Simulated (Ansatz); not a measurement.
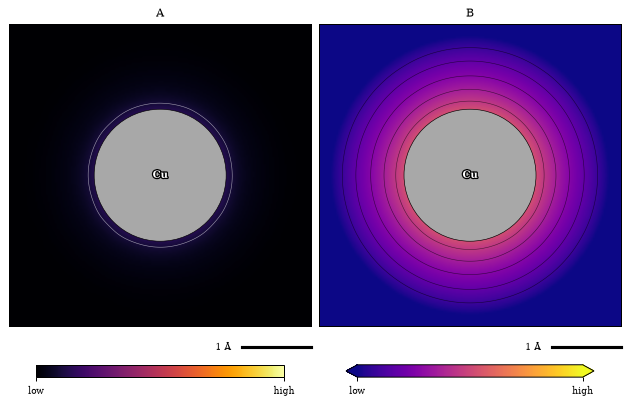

Cu (charge +1): 2 fields on a plane that holds the molecular axis, with unlabelled colour scales. Grey discs cover the atomic cores.

Geometry: PBE0-D4/def2-TZVP.

Computed with Ansatz 0.2.0, RKS PBE0/def2-TZVPPD.

The panels show electron density and electron localisation function in some order. Assign them.

Answer. Panel A: electron localisation function. Panel B: electron density.
